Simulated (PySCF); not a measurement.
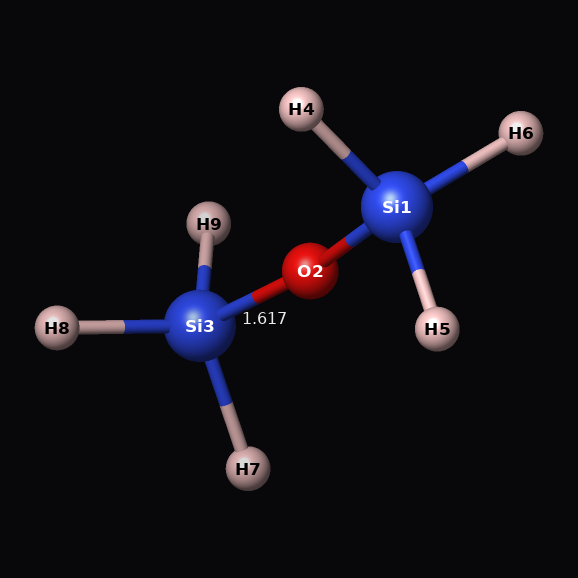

The numbers beside the sticks are distances in Å. Sticks don't show bond order. The computed structure is the end point of a GFN2-xTB optimisation. No frequency run is at hand to confirm it as a minimum.

### Which of the marked bonds are single, double, triple or aromatic?

O2–Si3 single.

### Give the structure as SMILES.

[SiH3]O[SiH3]
